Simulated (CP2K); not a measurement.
# CH2AlFTe (SMILES F[CH]1[AlH][Te]1): PM6

Aim: the energy difference between two shapes of CH2AlFTe at PM6, from 2 runs. 

Program for the calculation: CP2K 2026.2.

1 further run of the same task is left out (it didn't finish).

### Step 1. The system as given

The species is CH2AlFTe (6 atoms), meant as a singlet with charge 0. As SMILES, `F[CH]1[AlH][Te]1`. The shape comes from GFN2-xTB, which is rough for such elements, and wasn't checked as a minimum.

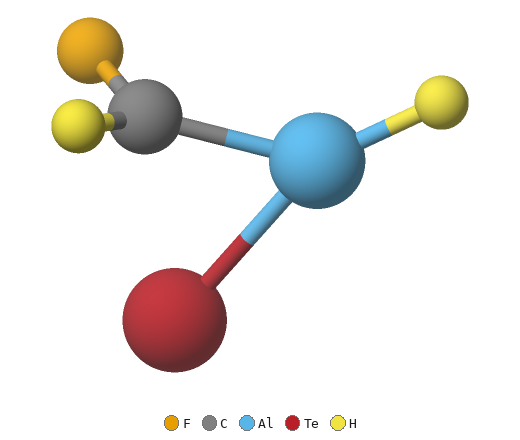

The structure, seen from a chosen angle (fluorine amber, carbon grey, aluminium blue, tellurium red, hydrogen yellow).

### Step 2. The energy at PM6

Input file molecule.xyz:

```xyz
6

F      0.732530    -1.645930    -0.518140
C      0.396230    -0.316400    -0.602770
Al    -0.183280     0.706950     0.983870
Te    -2.013650    -0.130240    -0.461110
H      0.633880    -0.002740    -1.622280
H      0.434290     1.388360     2.220430
```

Input file mol.inp:

```
&GLOBAL
 PROJECT mol
 RUN_TYPE ENERGY
 PRINT_LEVEL MEDIUM
&END GLOBAL

&FORCE_EVAL
 METHOD QS
 &DFT
  CHARGE 0
  MULTIPLICITY 1
  # Quickstep
  &QS
   METHOD PM6
   EPS_DEFAULT 1.0E-10
   &SE
    &COULOMB
     CUTOFF [angstrom] 50
     RC_RANGE [angstrom] 0
    &END COULOMB
    &EXCHANGE
     CUTOFF [angstrom] 50
     RC_RANGE [angstrom] 0
    &END EXCHANGE
   &END SE
  &END QS
  &POISSON
   PERIODIC NONE
   POISSON_SOLVER ANALYTIC
  &END POISSON
  # SCF settings
  &SCF
   SCF_GUESS ATOMIC
   EPS_SCF 1.0E-07
   MAX_SCF 40
   &OT ON
    MINIMIZER CG
    PRECONDITIONER FULL_SINGLE_INVERSE
   &END OT
   &OUTER_SCF
    EPS_SCF 1.0E-07
    MAX_SCF 5
   &END OUTER_SCF
  &END SCF
  # extra output
  &PRINT
   &MOMENTS
    PERIODIC F
    REFERENCE COM
    MAX_MOMENT 1
   &END MOMENTS
   &MO_CUBES
    NLUMO 1
    NHOMO -1
    WRITE_CUBE F
   &END MO_CUBES
   &HIRSHFELD OFF
   &END HIRSHFELD
  &END PRINT
 &END DFT
 # atoms, cell and kinds
 &SUBSYS
  &CELL
   ABC [angstrom] 12.7 13 13.8
   PERIODIC NONE
  &END CELL
  &TOPOLOGY
   COORD_FILE_NAME molecule.xyz
   COORD_FILE_FORMAT XYZ
   &CENTER_COORDINATES
   &END CENTER_COORDINATES
  &END TOPOLOGY
 &END SUBSYS
&END FORCE_EVAL
```

Started as:

```
$ OMP_NUM_THREADS=1 cp2k.psmp mol.inp > mol.out
```

Standard output:

```text
CP2K| version string:                                       CP2K version 2026.2
[...]
 GLOBAL| Method name                                                        CP2K
[...]
 GLOBAL| Run type                                                         ENERGY
[...]
                             - Atoms:                                          6
[...]
                             - Spherical basis functions:                     23
[...]
 Number of electrons:                                                         22
[...]
     1 OT CG       0.80E-01    0.0     0.46684650       -31.6533435049 -3.17E+01
[...]
    18 OT CG       0.18E+00    0.0     0.00000007       -35.7027882202 -5.12E-13
  *** SCF run converged in    18 steps ***
  Core-core repulsion energy [eV]:                            996.51400344081435
  Core Hamiltonian energy [eV]:                             -1556.50742245006427
  Two-electron integral energy [eV]:                         -823.05771199730771
  Electronic energy [eV]:                                   -1968.03627844871812
  Total energy [eV]:                                         -971.52227500790389
  Atomic reference energy [eV]:                               972.77851592132004
  Heat of formation [kcal/mol]:                                28.96960596747875
[...]
 SE_DIPOLE| Moment [Debye]         -0.79413482      -2.75140010      -1.93832395
 SE_DIPOLE| Derivative [a.u.]       0.00000000       0.00000000       0.00000000
 *** WARNING in qs_scf_post_se.F:140 :: Printing of MO cube files not ***
 *** implemented for Semi-Empirical method.                           ***
 ENERGY| Total FORCE_EVAL ( QS ) energy [hartree]            -35.702788220152421
[...]
```

Run time: 1.8 s. Hardware: 1 thread of Intel Xeon 6975P-C (Granite Rapids), shared host; peak memory 0.19 GiB.

### Step 3. The distorted shape, same level

Input file molecule.xyz:

```xyz
6

F      0.721075    -1.639574    -0.468382
C      0.371276    -0.298010    -0.612405
Al    -0.159203     0.702765     0.990420
Te    -2.011540    -0.104572    -0.435979
H      0.661174     0.013954    -1.610690
H      0.452578     1.395055     2.220119
```

Input file job.inp:

```
&GLOBAL
  PROJECT job
  RUN_TYPE ENERGY
  PRINT_LEVEL MEDIUM
&END
&FORCE_EVAL
  METHOD QS
  &DFT
    &QS
      METHOD PM6
      EPS_DEFAULT 1.0E-10
      &SE
        &COULOMB
          CUTOFF [angstrom] 50
          RC_RANGE [angstrom] 0
        &END
        &EXCHANGE
          CUTOFF [angstrom] 50
          RC_RANGE [angstrom] 0
        &END
      &END
    &END
    ! no periodic images
    &POISSON
      PERIODIC NONE
      POISSON_SOLVER ANALYTIC
    &END
    &SCF
      SCF_GUESS ATOMIC
      EPS_SCF 1.0E-07
      MAX_SCF 40
      &OT
        MINIMIZER CG
        PRECONDITIONER FULL_SINGLE_INVERSE
      &END
      &OUTER_SCF
        EPS_SCF 1.0E-07
        MAX_SCF 5
      &END
    &END
    ! extra output
    &PRINT
      &MOMENTS
        PERIODIC F
        REFERENCE COM
        MAX_MOMENT 1
      &END
      &MO_CUBES
        NLUMO 1
        NHOMO -1
        WRITE_CUBE F
      &END
      &HIRSHFELD OFF
      &END
    &END
  &END
  ! structure
  &SUBSYS
    ! box in angstrom
    &CELL
      ABC 12.7 13 13.8
      PERIODIC NONE
    &END
    &TOPOLOGY
      COORD_FILE_NAME molecule.xyz
      COORD_FILE_FORMAT XYZ
      &CENTER_COORDINATES
      &END
    &END
  &END
&END
```

Started as:

```
$ OMP_NUM_THREADS=1 cp2k.psmp job.inp > job.out
```

Standard output:

```text
CP2K| version string:                                       CP2K version 2026.2
[...]
 GLOBAL| Method name                                                        CP2K
[...]
 GLOBAL| Run type                                                         ENERGY
[...]
                             - Atoms:                                          6
[...]
                             - Spherical basis functions:                     23
[...]
 Number of electrons:                                                         22
[...]
     1 OT CG       0.80E-01    0.0     0.46653672       -31.6631025335 -3.17E+01
[...]
    19 OT CG       0.13E+00    0.0     0.00000007       -35.7047279250 -1.85E-13
  *** SCF run converged in    19 steps ***
  Core-core repulsion energy [eV]:                            996.68330137090527
  Core Hamiltonian energy [eV]:                             -1556.67985226656447
  Two-electron integral energy [eV]:                         -823.15701232861625
  Electronic energy [eV]:                                   -1968.25835843087248
  Total energy [eV]:                                         -971.57505705996721
  Atomic reference energy [eV]:                               972.77851592132004
  Heat of formation [kcal/mol]:                                27.75242283476813
[...]
 SE_DIPOLE| Moment [Debye]         -0.76462342      -2.75486679      -1.95598640
 SE_DIPOLE| Derivative [a.u.]       0.00000000       0.00000000       0.00000000
 *** WARNING in qs_scf_post_se.F:140 :: Printing of MO cube files not ***
 *** implemented for Semi-Empirical method.                           ***
 ENERGY| Total FORCE_EVAL ( QS ) energy [hartree]            -35.704727924959116
[...]
```

It took 1.5 s on 1 thread of Intel Xeon 6975P-C (Granite Rapids), shared host; peak memory 0.19 GiB.

### Step 4. Results

At PM6:

| quantity | value |
| --- | --- |
| first shape: total energy | -35.70279 Eh |
| first shape: dipole moment | 3.46 D |
| first shape: heat of formation | 29.0 kcal/mol |
| distorted shape: total energy | -35.70473 Eh |
| distorted shape: dipole moment | 3.46 D |
| distorted shape: heat of formation | 27.8 kcal/mol |
| energy change with the atoms displaced | -0.053 eV |

In words: With the atoms displaced the energy falls by 0.05 eV (5.1 kJ/mol). The first shape isn't relaxed at this level, so the change isn't measured from a minimum.
